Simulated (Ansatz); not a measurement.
**Si, response to strain**

Base system: Si in the diamond structure (space group Fd-3m, No. 227; a = 5.402 Å). Axes: x, y, z lie along the cube axes.

Strains are applied to the cell and any free atomic positions relax; under biaxial strain the out-of-plane vector relaxes too.

Method: Ansatz (an electronic-structure program), LDA, PAW, cutoff 420 eV, no SOC.

Notes on the quantities. energy relative to the base: free energy F.

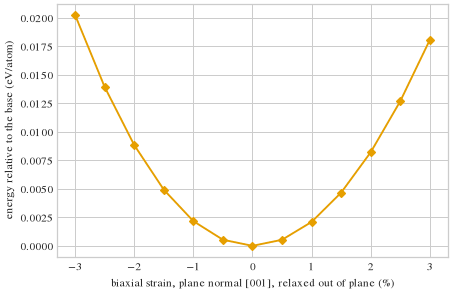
Energy relative to the base against biaxial strain, plane normal [001], relaxed out of plane

```json
[
 {"biaxial strain, plane normal [001], relaxed out of plane (%)": "-3", "energy relative to the base": "+20 meV/atom"},
 {"biaxial strain, plane normal [001], relaxed out of plane (%)": "-2.5", "energy relative to the base": "+14 meV/atom"},
 {"biaxial strain, plane normal [001], relaxed out of plane (%)": "-2", "energy relative to the base": "+8.8 meV/atom"},
 {"biaxial strain, plane normal [001], relaxed out of plane (%)": "-1.5", "energy relative to the base": "+4.9 meV/atom"},
 {"biaxial strain, plane normal [001], relaxed out of plane (%)": "-1", "energy relative to the base": "+2.2 meV/atom"},
 {"biaxial strain, plane normal [001], relaxed out of plane (%)": "-0.5", "energy relative to the base": "+0.5 meV/atom"},
 {"biaxial strain, plane normal [001], relaxed out of plane (%)": "0.5", "energy relative to the base": "+0.5 meV/atom"},
 {"biaxial strain, plane normal [001], relaxed out of plane (%)": "1", "energy relative to the base": "+2.1 meV/atom"},
 {"biaxial strain, plane normal [001], relaxed out of plane (%)": "1.5", "energy relative to the base": "+4.7 meV/atom"},
 {"biaxial strain, plane normal [001], relaxed out of plane (%)": "2", "energy relative to the base": "+8.2 meV/atom"},
 {"biaxial strain, plane normal [001], relaxed out of plane (%)": "2.5", "energy relative to the base": "+13 meV/atom"},
 {"biaxial strain, plane normal [001], relaxed out of plane (%)": "3", "energy relative to the base": "+18 meV/atom"}
]
```

The mesh was chosen for an insulator and is coarse for the gapless case. Stability against distortions was not tested.
